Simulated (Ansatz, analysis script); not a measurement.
# AlCo: moments against volume, part 2 of 2

Wanted: energy and moment of AlCo against volume, with typed moments, small moments and no spin.

Ansatz 0.2.0; PBE, PAW set soft_2.

So far. Step 5 (Factor 0.7, starting moments cut to 30 %): It ends non-magnetic, with 0 μB on the largest site. Step 6 (Factor 0.86, typed moments): It ends non-magnetic, with 0 μB on the largest site.

## 7. Factor 1, typed moments

Level of this step: Ansatz DFT, collinear, cell scaled evenly; PBE, PAW default (Ansatz).

input.yaml reads:

```yaml
crystal:
  lattice:
    - [2.81940321, 0.0, 0.0]
    - [0.0, 2.81940321, 0.0]
    - [0.0, 0.0, 2.81940321]
  atoms:
    - { symbol: Al, position: [0.0, 0.0, 0.0] }
    - { symbol: Co, position: [0.5, 0.5, 0.5], spin: 2.0 }
magnetization:
  spin_polarized: true
kpoints:
  mp_grid: { grid: [15, 15, 15] }
hamiltonian:
  xc: pbe
scf:
  occupations: { method: fermi_dirac, width: 0.05 }
  max_iter: 120
  convergence: { dr2_threshold: 1.0e-08 }
basis:
  ecutwfc: 420.0
output:
  stress: true
```

Started as:

```console
$ ansatz run input.yaml --threads 1 --pin off --max-ram 2560MiB --backend cpu --events-out ev --progress --plain --runs-dir out
```

Numbers of over 12 decimals in the logs are rounded to 6 here.

The program printed:

```text
[...]
Crystal: 2 atoms, lattice volume = 22.412 Å³
Basis set: ecut = 420 eV, 461 PW (Γ)
Bands: 15, of which v1, the nominal top of the filled ones, is band 10 counted from 1 (9 counted from 0)
Symmetry: 48 space group operations
[...]
k-points: 120 of 3375
[...]
Internal energy: -5664.819393 eV  (E = F + TS)
E sigma→0 (E₀):  -5664.822522 eV
Entropy (-TS):   -0.006258 eV (-3.129 meV/atom)
Fermi energy:    15.057514 eV
[...]
--- Stress (GPa, compression-positive) ---
        6.653553      -0.000000       0.000000
        0.000000       6.653553       0.000000
        0.000000       0.000000       6.653553
  P = ⅓ Tr σ = 6.6536 GPa (66.536 kbar)
[key lines of the parts left out:]
SCF converged after 12 iterations
Magnetization: 0.0000 μB (10.0000 up, 10.0000 down)
Free energy (F): -5664.825651 eV
```

Run time: 5.2 s. Hardware: 1 thread of Arm Neoverse V2, shared host; peak memory 0.34 GiB.

It ends non-magnetic, with 0 μB on the largest site.

## 8. Factor 1.15, typed moments

Edit input.yaml of step 7 so:

```diff
@@ -2,5 +2,5 @@
   lattice:
-    - [2.81940321, 0.0, 0.0]
-    - [0.0, 2.81940321, 0.0]
-    - [0.0, 0.0, 2.81940321]
+    - [2.95385929, 0.0, 0.0]
+    - [0.0, 2.95385929, 0.0]
+    - [0.0, 0.0, 2.95385929]
   atoms:
```

The program printed:

```text
[...]
Crystal: 2 atoms, lattice volume = 25.773 Å³
Basis set: ecut = 420 eV, 485 PW (Γ)
Bands: 15, of which v1, the nominal top of the filled ones, is band 10 counted from 1 (9 counted from 0)
Symmetry: 48 space group operations
[...]
k-points: 120 of 3375
[...]
Internal energy: -5664.700102 eV  (E = F + TS)
E sigma→0 (E₀):  -5664.704529 eV
Entropy (-TS):   -0.008855 eV (-4.427 meV/atom)
Fermi energy:    12.709000 eV
[...]
--- Stress (GPa, compression-positive) ---
      -15.024889      -0.000000       0.000000
        0.000000     -15.024889       0.000000
        0.000000       0.000000     -15.024889
  P = ⅓ Tr σ = -15.0249 GPa (-150.249 kbar)
[key lines of the parts left out:]
SCF converged after 13 iterations
Magnetization: 0.0000 μB (10.0000 up, 10.0000 down)
Free energy (F): -5664.708957 eV
```

Elapsed: 6.3 s, on 1 thread; peak memory 0.35 GiB.

It ends non-magnetic, with 0 μB on the largest site.

## 9. Factor 1.25, no spin

input.yaml, the sections that differ from step 8:

```yaml
crystal:
  lattice:
    - [3.03711004, 0.0, 0.0]
    - [0.0, 3.03711004, 0.0]
    - [0.0, 0.0, 3.03711004]
  atoms:
    - { symbol: Al, position: [0.0, 0.0, 0.0] }
    - { symbol: Co, position: [0.5, 0.5, 0.5] }
# kpoints, hamiltonian, scf, basis, output: as in step 8
# magnetization: removed
```

The program printed:

```text
[...]
Crystal: 2 atoms, lattice volume = 28.014 Å³
Basis set: ecut = 420 eV, 515 PW (Γ)
Bands: 14, of which v1, the nominal top of the filled ones, is band 10 counted from 1 (9 counted from 0)
Symmetry: 48 space group operations
[...]
k-points: 120 of 3375
[...]
SCF iter   1: F=—  HF=-5664.441909 eV  |F-HF|=—  |Δ(HF+E_count)|=         —  Δρ=1.34e-3  dr2=2.54e-4  ethr=1.77e-3  ⟨swp⟩=4.2  Hψ=7852  notcnv=0
[...]
SCF iter   6: F=-5664.442032 eV  HF=-5664.442032 eV  |F-HF|=2.82e-11  |Δ(HF+E_count)|=   1.41e-8  Δρ=9.73e-7  dr2=9.96e-11  ethr=5.00e-11  ⟨swp⟩=3.1  Hψ=6825  notcnv=0
SCF 1 converged in 6 iterations: F = -5664.442032 eV  dr2 = 9.96e-11
[...]
SCF converged after 6 iterations
Free energy (F): -5664.442032 eV
[...]
Internal energy: -5664.431320 eV  (E = F + TS)
E sigma→0 (E₀):  -5664.436676 eV
Entropy (-TS):   -0.010712 eV (-5.356 meV/atom)
Fermi energy:    11.444486 eV
[...]
--- Stress (GPa, compression-positive) ---
      -22.469021       0.000000      -0.000000
        0.000000     -22.469021       0.000000
       -0.000000       0.000000     -22.469021
  P = ⅓ Tr σ = -22.4690 GPa (-224.690 kbar)
```

Wall time 1.9 s (1 thread); peak memory 0.31 GiB.

This is the reference without moments at this size.

The other 18 runs of this kind were made alike; their results stand in the table below.

## 10. All sizes

```csv
factor,E typed (meV/atom),E small,E no spin,"largest moment, typed (μB)",small,"state, typed","state, small"
0.7,1328.3,1328.3,1328.3,0.00,0.00,non-magnetic,non-magnetic
0.78,636.7,636.7,636.7,0.00,0.00,non-magnetic,non-magnetic
0.86,249.3,249.3,249.3,0.00,0.00,non-magnetic,non-magnetic
0.93,73.7,73.7,73.7,0.00,0.00,non-magnetic,non-magnetic
1,1.0,1.0,1.0,0.00,0.00,non-magnetic,non-magnetic
1.07,0.0,0.0,0.0,0.00,0.00,non-magnetic,non-magnetic
1.15,59.3,59.3,59.3,0.00,0.00,non-magnetic,non-magnetic
1.25,192.6,192.6,192.8,0.18,0.18,ferromagnetic,ferromagnetic
```

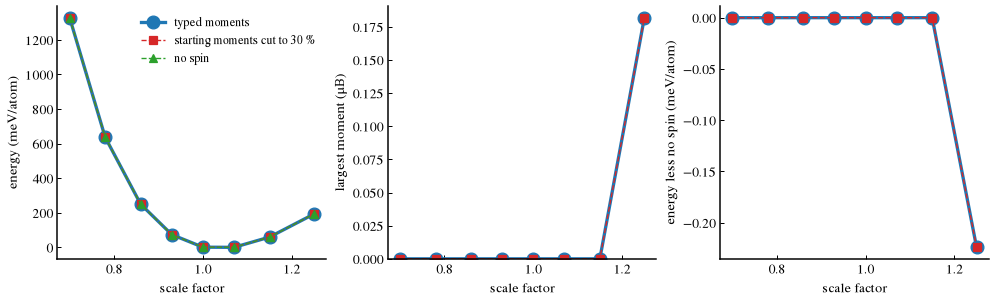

Energy, largest moment and gain by magnetism against the scale factor.

## 11. Results

| Item | Value |
| --- | --- |
| lowest run | factor 1.07, typed moments |
| largest moment, typed start | 0 μB at 0.7 to 0.181 μB at 1.25 |
| gain by magnetism | 0.0 to 0.2 meV/atom |

**Reading.** From a factor of 0.7 to 1.25 the largest moment goes from 0 to 0.181 μB. Where moments appear they stay small, near their onset, where mesh and smearing decide. Site moments are taken in spheres that grow with the cell. Both magnetic starts, which share one pattern of signs, end on one state at every size; other orders were not tried. The cell's shape and the atoms were not relaxed. The 24 scaled-cell runs took 1.9 min of wall time, added up.

[Logs and program files are shortened in this print: banners, set-up blocks, solver, clock and traceback lines can be left out without a mark of their own.]

[Logs are printed without paths, hosts, clocks, repeated set-up lines and the standing remarks that a program may print on its own settings, such as how far it seeks lower states.]

[Hosts, paths, dates, database ids (printed as entryN), source tags and the programs' standing remarks are cut or masked in the printed files.]

[Where the input sets lower_state_search to off, the program did not look for lower states, so one may exist.]
